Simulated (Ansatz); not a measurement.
## Computed energy over volume and axial ratio: Sc (hcp, Mg type)

Sc (hcp, Mg type)

```xyz
2
Lattice="3.3195 0.0000 0.0000 -1.6597 2.8748 0.0000 0.0000 0.0000 5.1664" Properties=species:S:1:pos:R:3 pbc="T T T"
Sc     0.0000     1.9165     3.8748
Sc     1.6597     0.9583     1.2916
```

Grid over V/V₀ and (c/a)/(c/a)₀, subscript 0 meaning the relaxed cell; the conventional c axis lies along z; no internal relaxation.

Method: PBE (plane waves to 420 eV, PAW, scalar-relativistic; Ansatz, a quantum-chemistry and plane-wave program). k mesh 16×16×9 (Γ-centred), Fermi-Dirac smearing 0.05 eV. E stands for the smeared free energy. With partly filled bands, the response to shear is sensitive to the k mesh, so small differences along c/a are uncertain. Sc is run without spin polarisation. Sc was relaxed with its symmetry unable to fall. The PAW data are Ansatz's earlier set. ΔE is measured from the relaxed starting cell.

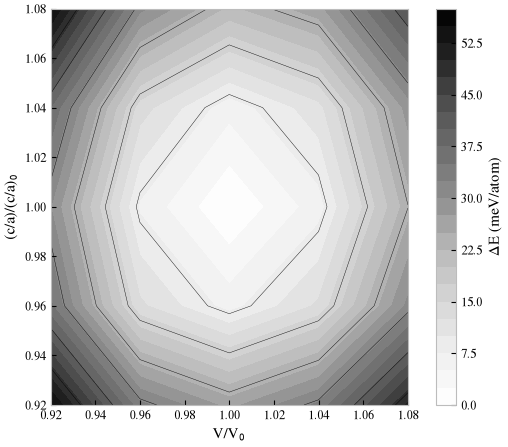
Figure: ΔE (meV/atom) over the 5×5 grid of computed points.

The modulus against c/a change at fixed volume, (3/4V)·∂²E/∂(ln c/a)² (fit, atoms clamped) is 37 GPa. Lowest place on the grid: V/V₀ = 1.000, (c/a)/(c/a)₀ = 1.000 (0 meV/atom). Highest place on the grid, met at several equal points: V/V₀ = 0.920, (c/a)/(c/a)₀ = 0.920; V/V₀ = 0.920, (c/a)/(c/a)₀ = 1.080 (55 meV/atom).

Near the relaxed cell σzz − σxx = −2Cδ (compression positive), C being this modulus and δ the logarithm of the ratio.

(A scan under strain: stresses follow from slopes of the energy per volume, elastic moduli from its curvatures.)
